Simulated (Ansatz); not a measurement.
**AlN under a change: 3 layers**

Take AlN in the zinc blende structure (space group F-43m, No. 216; a = 4.370 Å) as the base. Axes: x, y, z lie along the cube axes.

Perturbation: a free-standing slab of 3 layers (6 atoms, 2 a layer) is cut normal to [110], with 15 Å of vacuum and the in-plane cell held at bulk.

All numbers come from r2SCAN (Ansatz, a quantum-chemistry and plane-wave program; PAW; 500 eV plane waves; spin-orbit coupling left out), earlier PAW set. Settings: 11×8×1 k-points, 0.05 eV Fermi–Dirac smearing, for the changed cell.

```json
[
 {"quantity": "layer's space group (with vacuum)", "base": "–", "changed": "Pmm2 (No. 25)", "shift": "–"},
 {"quantity": "shortest interatomic distance", "base": "1.892 Å", "changed": "1.783 Å", "shift": "-0.109 Å"},
 {"quantity": "band gap", "base": "3.93 eV", "changed": "2.08 eV", "shift": "-1.85 eV"},
 {"quantity": "gap character", "base": "–", "changed": "indirect, X → Γ", "shift": "–"},
 {"quantity": "excess energy per area of both faces (slab less bulk energy over the cell's area: twice a surface energy)", "base": "–", "changed": "5.22 J/m²", "shift": "–"},
 {"quantity": "change of the spacing d12 from its bulk value of 1.545 Å", "base": "–", "changed": "-5.5 %", "shift": "–"}
]
```

Final structure:

```xyz
6
Lattice="3.0897 0.0000 0.0000 0.0000 4.3695 0.0000 0.0000 0.0000 18.0897" Properties=species:S:1:pos:R:3 pbc="T T T"
N      2.3173     2.1051     7.5097
Al     0.7724     1.2281     7.6615
N      3.8622     4.3056     9.0449
Al     2.3173     3.2289     9.0449
N      5.4070     6.4747    10.5800
Al     3.8622     5.5977    10.4283
```

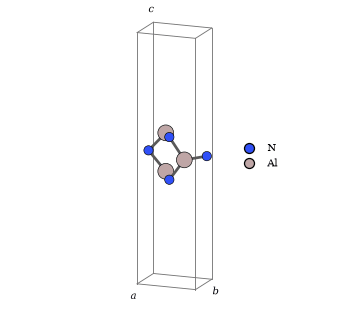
Figure: The relaxed cell after the change

The excess energy carries the mismatch between the slab's and the bulk's meshes. No phonon test of stability was made. This is not the structure that AlN has at room temperature and ambient pressure. Labels are those of the standard path for the cell's own space group.
